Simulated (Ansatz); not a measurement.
Run report: CH$_{5}$NSSi, nudged elastic band (part 2 of 2)

The same run, continued: CH$_{5}$NSSi; RKS r2SCAN-D4/STO-3G (Ansatz 0.2.0). The run did not end well. It belongs to a series of runs on one base structure; here: band between the two ends.

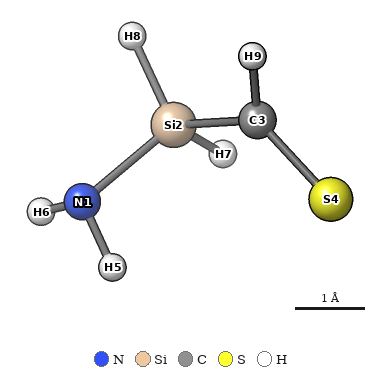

Fig. 1: The input geometry (ball-and-stick view, seen at a tilt; atoms are numbered from 1 in the order of the input).

The last band as extended XYZ (Å, eV, eV/Å):
```
9
Properties=species:S:1:pos:R:3:forces:R:3 image=0 energy=-21074.26134
N    -0.9695    0.8171   -0.9090   -0.0009  -0.0004  -0.0044
Si    0.5767    0.1555   -0.2753    0.0024   0.0003  -0.0014
C     0.2173   -0.5722    1.4260   -0.0107   0.0042   0.0113
S    -0.5475   -1.9699    1.7262    0.0072   0.0038  -0.0034
H    -1.6229   -0.0045   -1.0272    0.0036   0.0001   0.0013
H    -0.7921    1.0933   -1.9135    0.0005  -0.0004   0.0077
H     1.1566   -0.8853   -1.1151   -0.0016  -0.0004   0.0012
H     1.5136    1.2567   -0.2021    0.0003  -0.0014  -0.0015
H     0.5564    0.0629    2.2730   -0.0008  -0.0058  -0.0107
9
Properties=species:S:1:pos:R:3:forces:R:3 image=1 energy=-21073.25077
N    -1.1662    0.5679   -0.9230    0.1640   0.1603   0.0876
Si    0.4934    0.0550   -0.3161   -0.0617   0.0310  -0.1686
C     0.1579   -0.8007    1.3241    0.0137   0.1987   0.2270
S     0.6524   -2.3229    1.5991   -0.0641   0.2410   0.1947
H    -1.3146    1.4196   -0.2705   -0.0257  -0.6293  -0.3696
H    -0.9396    1.1049   -1.8170   -0.0302  -0.1440   0.0148
H     1.4044   -0.8601   -0.8877   -0.5653  -1.6817  -1.1757
H     1.3659    1.0947   -0.7328    0.4460   1.8165   1.1094
H    -0.5652   -0.3047    2.0067    0.1234   0.0074   0.0803
9
Properties=species:S:1:pos:R:3:forces:R:3 image=2 energy=-21073.43060
N    -0.9727    0.9537   -0.7275   -0.0294   0.4177   0.3652
Si    0.4822    0.0793   -0.3021    0.6172  -0.6791  -0.1228
C     0.0652   -1.1221    1.0861   -0.8776   0.9676  -0.1539
S     0.3057   -2.7021    1.1707    0.2000  -0.8686   0.1927
H    -1.2928    1.6460   -0.0175   -0.1642   0.2408   0.1745
H    -0.8414    1.5024   -1.6077    0.0820   0.1386  -0.0105
H     1.8308    0.4077    0.0371    0.4281   1.6660   1.2668
H     0.9577   -0.2522   -1.5776   -0.5420  -1.4648  -1.4913
H    -0.4462   -0.5591    1.9213    0.2859  -0.4180  -0.2208
9
Properties=species:S:1:pos:R:3:forces:R:3 image=3 energy=-21074.27731
N    -0.6160    1.1937   -0.9666   -0.0425  -0.0597  -0.0830
Si    0.7066    0.2362   -0.2465    0.2925  -0.4194   0.1326
C     0.1035   -1.1367    0.9128   -0.2596   0.8290   0.6046
S    -1.0421   -2.2311    0.6166   -0.3408  -0.5855  -0.3987
H    -1.1201    1.6826   -0.1818   -0.0468   0.0516   0.1020
H    -1.3388    0.4921   -1.2806   -0.0967   0.0317  -0.0991
H     1.5704    1.1372    0.4824    0.0326   0.0480  -0.0154
H     1.4134   -0.4104   -1.3284    0.0629   0.1020  -0.1439
H     0.4116   -1.0099    1.9749    0.3983   0.0023  -0.0991
9
Properties=species:S:1:pos:R:3:forces:R:3 image=4 energy=-21073.98249
N    -0.9344    0.6875   -1.0233    0.2508   0.3459   0.0850
Si    0.5375    0.3186   -0.0806   -0.2324   0.3859   0.3759
C     0.2284   -1.2518    0.8703    0.5081  -1.2014  -0.6851
S    -0.9046   -2.3721    0.6009   -0.3896  -0.1261   0.0976
H    -0.7197    1.4349   -1.7549   -0.3278  -0.2910   0.7847
H    -1.6772    1.0950   -0.3823    0.3642   0.0197  -0.5551
H     0.9040    1.0608    1.1093   -0.0579   1.0215  -0.2205
H     1.6518    0.4303   -1.0025   -0.0048  -0.3959   0.0028
H     1.0027   -1.4493    1.6459   -0.1107   0.2413   0.1147
9
Properties=species:S:1:pos:R:3:forces:R:3 image=5 energy=-21074.49113
N    -1.0619    0.7807   -1.2120   -0.2958  -0.0445  -0.1898
Si    0.2991    0.0566   -0.4214   -0.2109  -0.3724  -0.5244
C     0.4632   -0.8128    1.1616    0.0676   0.6522   0.5242
S     0.4839   -2.0420   -0.2303    0.9770   0.5163  -0.2319
H    -0.8287    1.7326   -1.5604   -0.1415   0.1956   0.0520
H    -1.9152    0.8597   -0.6223   -0.1290   0.0707  -0.0346
H     1.3329   -0.3253    1.6148    1.0496  -1.3256   0.2451
H     1.4997    0.8293   -0.7074   -0.1763  -0.1303  -0.1842
H    -0.1846   -1.1251    1.9603   -1.1407   0.4382   0.3435
9
Properties=species:S:1:pos:R:3:forces:R:3 image=6 energy=-21075.18597
N    -1.0903    1.0833   -0.8341   -0.0633  -0.0814  -0.0101
Si    0.3318    0.0821   -0.4671   -0.0245  -0.0268   0.0308
C     0.6549   -0.5736    1.2252    0.0216   0.0317  -0.0379
S     0.2862   -1.9561    0.0352    0.0323  -0.0251  -0.1367
H    -1.9757    0.5937   -0.5356    0.1161   0.0306  -0.0016
H    -1.1842    1.1296   -1.8854   -0.0262  -0.0061   0.1475
H     1.6840   -0.5643    1.6056   -0.0166   0.0000   0.0449
H     1.4435    0.6364   -1.2089    0.0398  -0.0463  -0.0146
H    -0.0617   -0.4774    2.0480   -0.0793   0.1235  -0.0224
9
Properties=species:S:1:pos:R:3:forces:R:3 image=7 energy=-21073.09639
N    -1.1832    0.6667   -1.2805    0.0738  -0.0616   0.0591
Si    0.2724    0.7806   -0.2357    0.1067   0.0352  -0.1651
C     0.7493   -0.6299    0.6611    0.0163   0.2488   0.0677
S    -0.2083   -1.9919    1.1814   -0.3245  -0.0061   0.2801
H    -1.9324    1.2828   -0.8529    0.1188  -0.2134  -0.2893
H    -0.9579    1.1497   -2.1942   -0.1610   0.1145   0.2040
H     1.6561   -0.5015    1.2666    0.1562  -0.0704  -0.2029
H     1.4195    1.2057   -1.0235    0.0135   0.2009   0.0225
H     0.2731   -2.0085    2.4606    0.0000  -0.2478   0.0239
9
Properties=species:S:1:pos:R:3:forces:R:3 image=8 energy=-21073.25102
N    -1.2030    0.9832   -0.9260    0.0019   0.0045   0.1938
Si    0.4806    0.7567   -0.3812    0.0404  -0.0784  -0.2215
C     0.6674   -0.4557    0.8215    0.0293  -0.0212   0.0581
S    -0.3999   -1.8507    0.9998   -0.3271   0.2172  -0.0416
H    -1.2637    1.6503   -1.7252    0.2665   0.6143  -0.2550
H    -1.4942    0.1043   -1.4077   -0.2703  -0.6360   0.0592
H     1.6065   -0.5057    1.3811    0.0081  -0.1001  -0.0587
H     1.1634    2.0156   -0.1882   -0.0791   0.1534   0.1509
H     0.5314   -2.7443    1.4088    0.3303  -0.1536   0.1149
9
Properties=species:S:1:pos:R:3:forces:R:3 image=9 energy=-21074.97759
N    -1.2921    0.8557   -0.9288   -0.0109  -0.2580  -0.1938
Si    0.0359    0.5271    0.1728   -0.1817  -0.0558   0.2076
C     0.9491   -1.0370    0.5911    0.1171  -0.2307  -0.0266
S    -0.4859   -0.7731    1.7303   -0.0973   0.4954   0.3767
H    -1.0675    1.5222   -1.7040    0.2241  -0.0645  -0.0062
H    -1.6517   -0.0086   -1.3975   -0.0690   0.0467  -0.0038
H     1.9232   -0.8925    1.0802    0.0780  -0.1269  -0.0729
H     0.7632    1.7740    0.3488   -0.1123  -0.1339   0.1425
H     0.9142   -2.0141    0.0898    0.0521   0.3276  -0.4235
9
Properties=species:S:1:pos:R:3:forces:R:3 image=10 energy=-21075.20738
N    -0.9236    0.5841   -1.3210   -0.0156   0.0011  -0.0074
Si    0.3015    0.5611   -0.0404    0.0115   0.0023   0.0097
C     0.6912   -1.0578    0.7389    0.0000  -0.0041   0.0107
S    -0.0918    0.1023    1.9695   -0.0103   0.0065   0.0022
H    -1.7540    0.0102   -1.0235    0.0119   0.0113   0.0002
H    -1.3198    1.5555   -1.4096   -0.0003  -0.0106   0.0009
H     1.7279   -1.3374    0.9607    0.0040   0.0004  -0.0118
H     1.3649    1.4797   -0.3871   -0.0026  -0.0053  -0.0008
H     0.0923   -1.9439    0.4954    0.0015  -0.0017  -0.0037
```

This output came from the following input.

The input:
```yaml
crystal:
  periodic: [false, false, false]
  atoms:
    - { symbol: "N", position_ang: [-0.969504, 0.817079, -0.909046] }
    - { symbol: Si, position_ang: [0.5767, 0.155529, -0.275339] }
    - { symbol: C, position_ang: [0.217333, -0.57221, 1.425977] }
    - { symbol: S, position_ang: [-0.547539, -1.96986, 1.726197] }
    - { symbol: H, position_ang: [-1.62295, -0.004534, -1.027218] }
    - { symbol: H, position_ang: [-0.792133, 1.093265, -1.913459] }
    - { symbol: H, position_ang: [1.156608, -0.885254, -1.115125] }
    - { symbol: H, position_ang: [1.513594, 1.256742, -0.202097] }
    - { symbol: H, position_ang: [0.55639, 0.062943, 2.273011] }
basis:
  gaussian: { orbitals: STO-3G }
hamiltonian:
  xc: r2scan
  dispersion: d4
neb:
  order_check: false
  images: 9
  f_tol: 0.03
  max_iterations: 60
  final_atoms:
    - { symbol: "N", position_ang: [-0.92359921, 0.58408706, -1.32098564] }
    - { symbol: Si, position_ang: [0.30153658, 0.56112246, -0.04039419] }
    - { symbol: C, position_ang: [0.69117755, -1.05780531, 0.73888153] }
    - { symbol: S, position_ang: [-0.09177662, 0.10225485, 1.96953191] }
    - { symbol: H, position_ang: [-1.75399707, 0.01016572, -1.02346506] }
    - { symbol: H, position_ang: [-1.31984176, 1.55548338, -1.40960996] }
    - { symbol: H, position_ang: [1.72786161, -1.33740171, 0.96071354] }
    - { symbol: H, position_ang: [1.36487256, 1.47971544, -0.38712805] }
    - { symbol: H, position_ang: [0.09226536, -1.94392188, 0.49535694] }
  initial_path:
    images:
      - { positions_ang: [[-0.969504, 0.817079, -0.909046], [0.5767, 0.155529, -0.275339], [0.217333, -0.57221, 1.425977], [-0.547539, -1.96986, 1.726197], [-1.62295, -0.004534, -1.027218], [-0.792133, 1.093265, -1.913459], [1.156608, -0.885254, -1.115125], [1.513594, 1.256742, -0.202097], [0.55639, 0.062943, 2.273011]] }
      - { positions_ang: [[-0.93921352, 0.80470114, -0.93452952], [0.57953557, 0.17452644, -0.2935589], [0.24195445, -0.5744363, 1.39547015], [-0.47312563, -1.99824886, 1.64986061], [-1.59499417, -0.00578688, -1.05999495], [-0.7713338, 1.10864944, -1.92662441], [0.95665785, -0.9084821, -0.89574596], [1.50955063, 1.29967821, -0.21360676], [0.57946762, 0.05309891, 2.26163075]] }
      - { positions_ang: [[-0.90892304, 0.79232328, -0.96001304], [0.58237115, 0.19352387, -0.3117788], [0.26657589, -0.5766626, 1.36496329], [-0.39871225, -2.02663771, 1.57352421], [-1.56703834, -0.00703976, -1.0927719], [-0.7505346, 1.12403387, -1.93978982], [0.75670769, -0.9317102, -0.67636693], [1.50550726, 1.34261442, -0.22511652], [0.60254523, 0.04325481, 2.25025051]] }
      - { positions_ang: [[-0.87863256, 0.77994543, -0.98549657], [0.58520672, 0.21252131, -0.32999869], [0.29119734, -0.57888889, 1.33445644], [-0.32429888, -2.05502657, 1.49718782], [-1.53908251, -0.00829263, -1.12554885], [-0.7297354, 1.13941831, -1.95295523], [0.55675754, -0.95493831, -0.45698789], [1.5014639, 1.38555063, -0.23662628], [0.62562285, 0.03341072, 2.23887026]] }
      - { positions_ang: [[-0.84834208, 0.76756757, -1.01098009], [0.58804229, 0.23151875, -0.34821859], [0.31581879, -0.58111519, 1.30394958], [-0.24988551, -2.08341543, 1.42085143], [-1.51112668, -0.00954551, -1.1583258], [-0.70893619, 1.15480275, -1.96612064], [0.35680739, -0.97816641, -0.23760886], [1.49742053, 1.42848685, -0.24813604], [0.64870046, 0.02356663, 2.22749001]] }
      - { positions_ang: [[-0.81805159, 0.75518971, -1.03646361], [0.59087786, 0.25051618, -0.36643849], [0.34044023, -0.58334149, 1.27344273], [-0.17547214, -2.11180428, 1.34451503], [-1.48317084, -0.01079839, -1.19110275], [-0.68813699, 1.17018719, -1.97928605], [0.15685723, -1.00139451, -0.01822982], [1.49337716, 1.47142306, -0.2596458], [0.67177808, 0.01372254, 2.21610977]] }
      - { positions_ang: [[-0.83916112, 0.72096918, -1.09336802], [0.53300961, 0.31263744, -0.30122963], [0.4105877, -0.67823425, 1.16653049], [-0.15873303, -1.66899246, 1.46951841], [-1.53733609, -0.00660557, -1.15757522], [-0.81447794, 1.24724642, -1.86535083], [0.47105811, -1.06859595, 0.17755885], [1.46767624, 1.47308153, -0.28514225], [0.55587554, -0.37780635, 1.8719592]] }
      - { positions_ang: [[-0.86027064, 0.68674865, -1.15027242], [0.47514135, 0.37475869, -0.23602077], [0.48073516, -0.77312702, 1.05961825], [-0.14199393, -1.22618063, 1.59452178], [-1.59150134, -0.00241275, -1.12404768], [-0.9408189, 1.32430566, -1.75141561], [0.78525898, -1.13579739, 0.37334752], [1.44197532, 1.47474001, -0.3106387], [0.43997299, -0.76933523, 1.52780863]] }
      - { positions_ang: [[-0.88138016, 0.65252812, -1.20717683], [0.41727309, 0.43687995, -0.17081191], [0.55088262, -0.86801978, 0.95270601], [-0.12525483, -0.78336881, 1.71952516], [-1.64566658, 0.00178007, -1.09052014], [-1.06715985, 1.4013649, -1.63748039], [1.09945986, -1.20299883, 0.56913619], [1.4162744, 1.47639849, -0.33613515], [0.32407045, -1.16086411, 1.18365807]] }
      - { positions_ang: [[-0.90248969, 0.61830759, -1.26408124], [0.35940484, 0.4990012, -0.10560305], [0.62103008, -0.96291255, 0.84579377], [-0.10851573, -0.34055698, 1.84452853], [-1.69983183, 0.0059729, -1.0569926], [-1.1935008, 1.47842414, -1.52354518], [1.41366074, -1.27020027, 0.76492487], [1.39057348, 1.47805696, -0.3616316], [0.20816791, -1.552393, 0.8395075]] }
      - { positions_ang: [[-0.92359921, 0.58408706, -1.32098564], [0.30153658, 0.56112246, -0.04039419], [0.69117755, -1.05780531, 0.73888153], [-0.09177662, 0.10225485, 1.96953191], [-1.75399707, 0.01016572, -1.02346506], [-1.31984176, 1.55548338, -1.40960996], [1.72786161, -1.33740171, 0.96071354], [1.36487256, 1.47971544, -0.38712805], [0.09226536, -1.94392188, 0.49535694]] }
```

Launch command:
```bash
ansatz run input.yaml --threads 1 --pin off --max-ram 2048MiB --backend cpu --events-out ev --progress --plain --runs-dir out
```

Outcome:

| quantity | value |
| --- | --- |
| outcome | not converged |
| barrier, forward (band not converged) | 1.165 eV |
| barrier, backward | 2.111 eV |
| hardware | 1 thread of Arm Neoverse V1, 24 GiB of memory available, shared host |
| wall time | 26 min |
| peak memory | 0.11 GiB |

The run did not converge: “NEB band did not converge after 60 iterations: max|band force component| = 1.15e0 eV/Å (threshold 3.0e-2); raise `neb.max_iterations` in a new run, which can start from the last band evaluated (`neb.initial_path`, with `crystal.atoms` and `neb.final_atoms` set to its first and last images), add images, or start from endpoints closer to local minima …” Its last values are not results.
